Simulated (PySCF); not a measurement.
# CCl3: structure of the doublet

The task is one start of a wider search on CCl3: the doublet, from a trigonal planar start. It is relaxed, tested by its Hessian and followed downhill if it is a saddle.

Method: PBE0, basis C def2-TZVP, Cl def2-TZVP, no relativity, density fitting; program: PySCF 2.14.0.

## 1. The starting structure

4 atoms, charge 0, spin multiplicity 2.

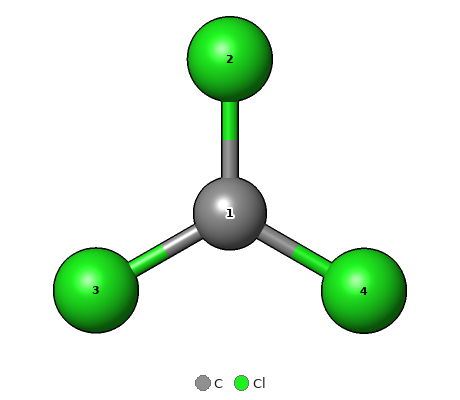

Start geometry, drawn with carbon grey, chlorine green; atoms are numbered from 1 in the order of the file.

Z-matrix (Å, degrees; charge 0 multiplicity 2):
```
C
Cl 1 1.7400
Cl 1 1.7400 2 120.00
Cl 1 1.7400 2 120.00 3 180.00
```

## 2. First SCF at the start

The steps below are one call of a driver around PySCF. For each, scf.py gives the equivalent set-up of the SCF; relaxations use the driver's own optimiser. After this first run the driver tries any further starts and a stability analysis.

The input, scf.py:

```python
from pyscf import gto, scf, dft
mol = gto.M(atom='''
C      0.000000     0.000000     0.000000
Cl     1.740000     0.000000     0.000000
Cl    -0.870000     1.506900     0.000000
Cl    -0.870000    -1.506900     0.000000''',
    basis={'C': 'def2-TZVP', 'Cl': 'def2-TZVP'},
    charge=0, spin=1)
mf = dft.UKS(mol, xc='PBE0')
mf.grids.atom_grid = (50, 194)
aux = {'C': 'def2-universal-JKFIT', 'Cl': 'def2-universal-JKFIT'}
mf = mf.density_fit(auxbasis=aux)
mf.conv_tol = 1e-08
mf.diis_space = 10
mf.max_cycle = 60
mf.init_guess = 'minao'
mf.verbose = 4
mf.kernel()
```

The run is started by

```console
OMP_NUM_THREADS=4 python axn.py task.json out
```

Log:

```text
init E= -1418.6116665654
[... the frontier-level lines of each cycle are left out ...]
cycle= 1 E= -1418.15292107341  delta_E= 0.459  |g|= 0.292  |ddm|= 1.38
cycle= 2 E= -1418.05925966126  delta_E= 0.0937  |g|= 0.542  |ddm|= 0.49
cycle= 3 E= -1418.19542140166  delta_E= -0.136  |g|= 0.0267  |ddm|= 0.311
cycle= 4 E= -1418.19586395798  delta_E= -0.000443  |g|= 0.0106  |ddm|= 0.0294
cycle= 5 E= -1418.19595190229  delta_E= -8.79e-05  |g|= 0.00435  |ddm|= 0.0127
cycle= 6 E= -1418.19597050107  delta_E= -1.86e-05  |g|= 0.00118  |ddm|= 0.00657
cycle= 7 E= -1418.19597246431  delta_E= -1.96e-06  |g|= 0.000295  |ddm|= 0.00249
cycle= 8 E= -1418.19597256498  delta_E= -1.01e-07  |g|= 6.82e-05  |ddm|= 0.000573
cycle= 9 E= -1418.19597256947  delta_E= -4.5e-09  |g|= 1.21e-05  |ddm|= 0.000116
Extra cycle  E= -1418.19597256958  delta_E= -1.02e-10  |g|= 9.73e-06  |ddm|= 1.87e-05
converged SCF energy = -1418.19597256958  <S^2> = 0.75770721  2S+1 = 2.0076924
```

This step, with its further starts and checks, needed 7.1 s of wall time on 4 threads of Arm Neoverse V2, shared host.

The test of internal stability found no lower solution of this spin.

## 3. Relaxation: trigonal planar start, doublet

The program finds D3h symmetry in the start, which this walk keeps. The walk stops when the largest gradient is under 0.0003 Eh/bohr and the energy has settled too.

Changes to scf.py since step 2:

```diff
@@ -4,3 +4,3 @@
-Cl     1.740000     0.000000     0.000000
-Cl    -0.870000     1.506900     0.000000
-Cl    -0.870000    -1.506900     0.000000''',
+Cl     1.740009     0.000000     0.000000
+Cl    -0.870005     1.506892     0.000000
+Cl    -0.870005    -1.506892     0.000000''',
@@ -16 +15,0 @@
-mf.init_guess = 'minao'
```

Steps of the walk:

```csv
step,energy (Eh),change (kJ/mol),largest symmetric gradient (Eh/bohr)
0,-1418.195973,0.00,0.02878
1,-1418.200449,-11.75,0.00458
2,-1418.200545,-12.01,0.00075
3,-1418.200548,-12.01,0.00001
```

The walk took 7.8 s.

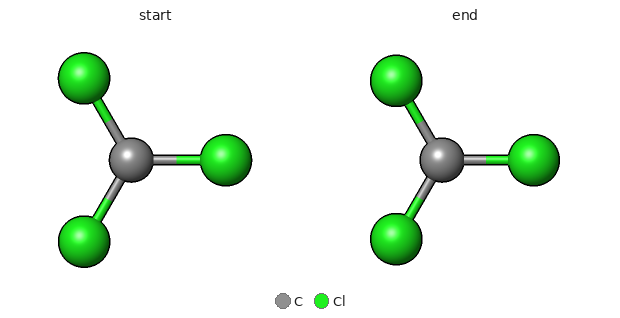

Start and end of the relaxation.

After 3 steps and 12.0 kJ/mol it ends at D3h: C–Cl 1.687 Å (×3); Cl–C–Cl 120.0° (×3).

## 4. Vibrations and properties at this point

On the finer grid the gradient is checked again; gradients at displacements of ±0.02 bohr then give force constants and infrared intensities.

Changes to scf.py since step 3:

```diff
@@ -4,3 +4,3 @@
-Cl     1.740009     0.000000     0.000000
-Cl    -0.870005     1.506892     0.000000
-Cl    -0.870005    -1.506892     0.000000''',
+Cl     1.686645     0.000000     0.000000
+Cl    -0.843323     1.460678     0.000000
+Cl    -0.843323    -1.460678     0.000000''',
@@ -10 +10 @@
-mf.grids.atom_grid = (50, 194)
+mf.grids.atom_grid = (75, 302)
@@ -13 +13 @@
-mf.conv_tol = 1e-08
+mf.conv_tol = 1e-10
```

This SCF starts from the last density.

SCF at the final geometry:

```text
init E= -1418.20054627319
[... the frontier-level lines of each cycle are left out ...]
cycle= 1 E= -1418.20054627319  delta_E= 2.73e-12  |g|= 4.79e-07  |ddm|= 8.39e-07
Extra cycle  E= -1418.20054627319  delta_E= -3.87e-12  |g|= 6.41e-07  |ddm|= 7.46e-07
converged SCF energy = -1418.20054627319  <S^2> = 0.7567482  2S+1 = 2.0067369
```

The whole step took 30 s.

Geometry: D3h; C–Cl 1.687 Å (×3); Cl–C–Cl 120.0° (×3).

Modes, for the most abundant isotopes:

```json
{"symmetry": "a2''", "ω (cm⁻¹)": "257i", "IR (km/mol)": "1.4", "μ (u)": "12.87"}
{"symmetry": "e'", "ω (cm⁻¹)": "276", "IR (km/mol)": "1.1", "μ (u)": "31.33"}
{"symmetry": "a1'", "ω (cm⁻¹)": "500", "IR (km/mol)": "0.0", "μ (u)": "34.97"}
{"symmetry": "e'", "ω (cm⁻¹)": "976", "IR (km/mol)": "303", "μ (u)": "13.44"}
```

μ is the mass of the mode for normalised Cartesian displacements, not the reduced mass of the usual diatomic formula.

With 1 mode imaginary (up to 257i cm⁻¹) this point is a saddle.

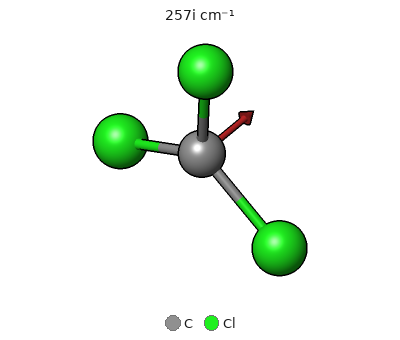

The imaginary mode, as arrows.

Constants and moments:

```
Dipole moment                                                   : 0.00 D
Highest occupied level                                          : -5.96 eV
Lowest empty level                                              : -2.07 eV
Rotational constants                                            : 0.113, 0.113, 0.05649 cm⁻¹
Zero-point energy (real modes)                                  : 18.0 kJ/mol
Principal polarisabilities                                      : 30.1, 54.1, 54.1 bohr³
Atomisation energy without zero-point energy                    : 1058 kJ/mol
Principal traceless quadrupole moments about the centre of mass : -1.57, 0.79, 0.79 D Å
Spin squared ⟨S²⟩                                               : 0.757
```

Charges (e) and bond orders:

```json
{"atom": "C1", "Mulliken": "0.03", "Löwdin": "-1.27", "polar tensor": "0.80", "spin (Mulliken)": "0.77", "Mayer order to C1": "–"}
{"atom": "Cl2,3,4", "Mulliken": "-0.01", "Löwdin": "0.42", "polar tensor": "-0.27", "spin (Mulliken)": "0.08", "Mayer order to C1": "1.23"}
```

Outer orbital energies (eV). α occupied: -14.03, -13.02, -10.20, -10.20, -10.11, -10.11, -9.16, -5.96; empty: -0.90, 1.58, 1.58, 2.84. β occupied: -13.82, -13.82, -11.89, -10.18, -10.18, -9.71, -9.71, -9.12; empty: -2.07, -0.27, 1.83, 1.83.

Mulliken populations on C1: s 3.12, p 2.62, d 0.22, f 0.01.

## 5. Leaving the saddle point

The atoms are moved a little along the softest imaginary mode and relaxed again.

The program finds C3v symmetry in the start, which this walk keeps.

Changes to scf.py since step 4:

```diff
@@ -3,4 +3,4 @@
-C      0.000000     0.000000     0.000000
-Cl     1.686645     0.000000     0.000000
-Cl    -0.843323     1.460678     0.000000
-Cl    -0.843323    -1.460678     0.000000''',
+C     -0.000000     0.000000     0.120000
+Cl     1.686645    -0.000000    -0.013727
+Cl    -0.843323     1.460678    -0.013727
+Cl    -0.843323    -1.460678    -0.013727''',
@@ -10 +10 @@
-mf.grids.atom_grid = (75, 302)
+mf.grids.atom_grid = (50, 194)
@@ -13 +13 @@
-mf.conv_tol = 1e-10
+mf.conv_tol = 1e-08
```

Energy and gradient, step by step:

```csv
step,energy (Eh),change (kJ/mol),largest symmetric gradient (Eh/bohr)
0,-1418.201306,0.00,0.00498
1,-1418.202122,-2.14,0.00348
2,-1418.202206,-2.36,0.00363
3,-1418.202317,-2.65,0.00066
4,-1418.202322,-2.67,0.00009
5,-1418.202322,-2.67,0.00000
```

The walk took 15 s.

Geometry (Å) and forces (eV/Å) at some steps:

```
step 0
C    0.000   0.000   0.120  -0.001   0.000   0.256
Cl   1.687   0.000  -0.014  -0.060   0.000  -0.084
Cl  -0.843   1.461  -0.014   0.030  -0.053  -0.086
Cl  -0.843  -1.461  -0.014   0.030   0.053  -0.086
step 1
C    0.000   0.000   0.188   0.002   0.000   0.179
Cl   1.681   0.000  -0.036  -0.014   0.000  -0.059
Cl  -0.841   1.456  -0.036   0.006  -0.013  -0.060
Cl  -0.841  -1.456  -0.036   0.006   0.013  -0.060
step 3
C    0.000   0.000   0.223   0.003   0.000   0.034
Cl   1.678   0.000  -0.048   0.001   0.000  -0.011
Cl  -0.839   1.453  -0.048  -0.002   0.000  -0.011
Cl  -0.839  -1.453  -0.048  -0.002   0.000  -0.011
step 5
C    0.000   0.000   0.229   0.003   0.000   0.000
Cl   1.677   0.000  -0.050   0.000   0.000   0.000
Cl  -0.839   1.453  -0.050  -0.001   0.000   0.000
Cl  -0.839  -1.453  -0.050  -0.001   0.000   0.000
```

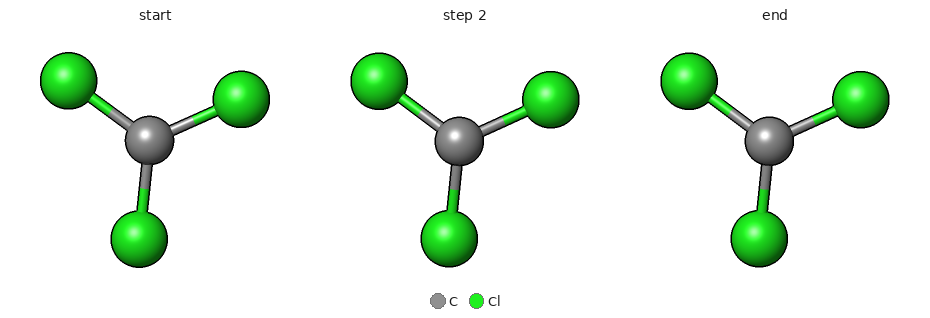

Start and end of the relaxation, with a step between.

It settles in C3v symmetry, 2.7 kJ/mol below the start, after 5 steps: C–Cl 1.701 Å (×3); Cl–C–Cl 117.4° (×3).

## 6. Frequencies

As before: finer grid, then central differences.

Changes to scf.py since step 5:

```diff
@@ -3,4 +3,4 @@
-C     -0.000000     0.000000     0.120000
-Cl     1.686645    -0.000000    -0.013727
-Cl    -0.843323     1.460678    -0.013727
-Cl    -0.843323    -1.460678    -0.013727''',
+C     -0.000000    -0.000000     0.250326
+Cl     1.677488    -0.000000    -0.028634
+Cl    -0.838744     1.452747    -0.028634
+Cl    -0.838744    -1.452747    -0.028634''',
@@ -10 +10 @@
-mf.grids.atom_grid = (50, 194)
+mf.grids.atom_grid = (75, 302)
@@ -13 +13 @@
-mf.conv_tol = 1e-08
+mf.conv_tol = 1e-10
```

Log of the central SCF (cycles and frontier levels):

```text
init E= -1418.20228732817
[... the frontier-level lines of each cycle are left out ...]
cycle= 1 E= -1418.20228732817  delta_E= -6.82e-13  |g|= 4.72e-07  |ddm|= 1.93e-06
Extra cycle  E= -1418.20228732817  delta_E= 1.14e-12  |g|= 3.94e-07  |ddm|= 1.06e-06
converged SCF energy = -1418.20228732817  <S^2> = 0.75540365  2S+1 = 2.0053964
```

The whole step needed 33 s of wall time on 4 threads of Arm Neoverse V2, shared host.

Geometry: C3v; C–Cl 1.701 Å (×3); Cl–C–Cl 117.4° (×3).

Harmonic modes (main isotopes):

```csv
symmetry,ω (cm⁻¹),IR (km/mol),μ (u)
e,275,0.3,31.60
a1,312,0.5,13.98
a1,504,0.0,28.75
e,925,364,13.44
```

μ is the mass of the mode for normalised Cartesian displacements, not the reduced mass of the usual diatomic formula.

No imaginary mode, so this is a minimum.

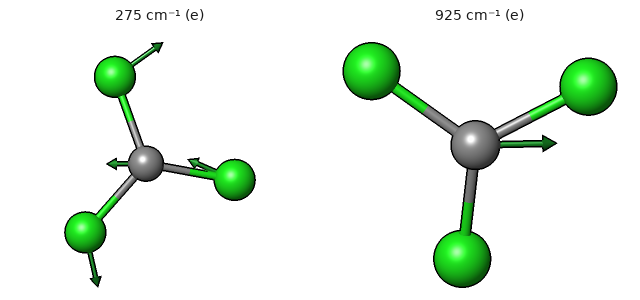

Displacements of 2 of the modes, as arrows (one member where a mode is degenerate).

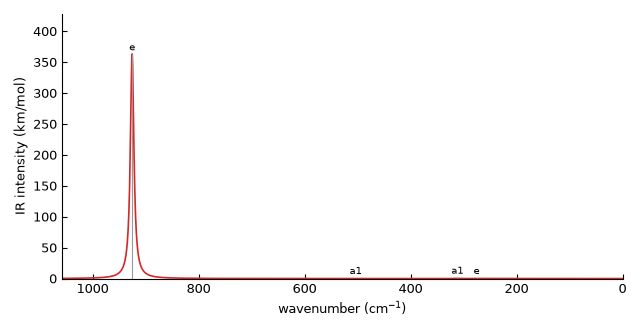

The harmonic infrared spectrum (widths in cm⁻¹). Lines are broadened to a width of 8 cm⁻¹ (Lorentzian).

Constants and moments:

- Dipole moment: 0.15 D
- Highest occupied level: -6.43 eV
- Lowest empty level: -2.40 eV
- Rotational constants: 0.1136, 0.1136, 0.05711 cm⁻¹
- Zero-point energy: 19.2 kJ/mol
- Principal polarisabilities: 30.9, 54.8, 54.8 bohr³
- Atomisation energy without zero-point energy: 1062 kJ/mol
- Principal traceless quadrupole moments about the centre of mass: -1.54, 0.77, 0.77 D Å
- Entropy at 298.15 K and 1 bar (electronic part: spin only): 301.1 J/(mol K)
- Heat capacity Cp at 298.15 K: 63.6 J/(mol K)
- Enthalpy at 298.15 K above 0 K: 14.19 kJ/mol
- Rotational symmetry number: 3
- Spin squared ⟨S²⟩: 0.755

Charges (e) and bond orders:

```csv
atom,Mulliken,Löwdin,polar tensor,spin (Mulliken),Mayer order to C1
C1,0.03,-1.23,0.89,0.75,–
"Cl2,3,4",-0.01,0.41,-0.30,0.08,1.22
```

Mulliken populations on C1: s 3.19, p 2.56, d 0.21, f 0.01.

## 7. The points found, side by side

| spin | group | bonds | imaginary modes (cm⁻¹) | ΔE (kJ/mol) | with zero-point energy |
| --- | --- | --- | --- | --- | --- |
| doublet | C3v | C–Cl 1.701 Å (×3) | none | 0.0 | 0.0 |
| doublet | D3h | C–Cl 1.687 Å (×3) | 257i | 4.6 | – |

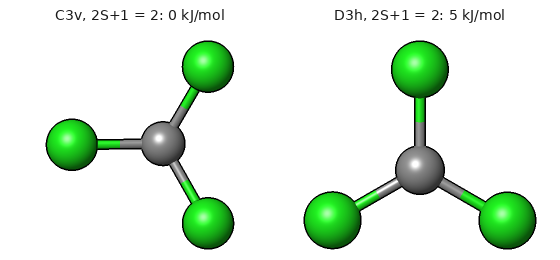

The points, lowest first (carbon grey, chlorine green).

## 8. What came out

```
                                          quantity                                   value
                                           minimum                            doublet, C3v
                                          geometry  C–Cl 1.701 Å (×3); Cl–C–Cl 117.4° (×3)
                                wavenumbers (cm⁻¹)    275 (e), 312 (a1), 504 (a1), 925 (e)
                                     dipole moment                                  0.15 D
highest occupied, lowest empty level (either spin)                         -6.43, -2.40 eV
                         polar-tensor charge of C1                                 +0.89 e
                                 zero-point energy                             19.2 kJ/mol
                               entropy at 298.15 K                         301.1 J/(mol K)
         atomisation energy (no zero-point energy)                             1062 kJ/mol
                                              ⟨S²⟩                                   0.755
```

What this shows: From D3h at the start the molecule goes to a C3v minimum, after a stop at a saddle point 4.6 kJ/mol higher, from which it was pushed off along an imaginary mode. The strongest infrared band lies at 925 cm⁻¹ (e). Most of the spin sits on C1 (Mulliken spin 0.75, against 1 for the whole molecule). Other starts or spin states, not run here, may lie lower.

The search up to here took 92 s.
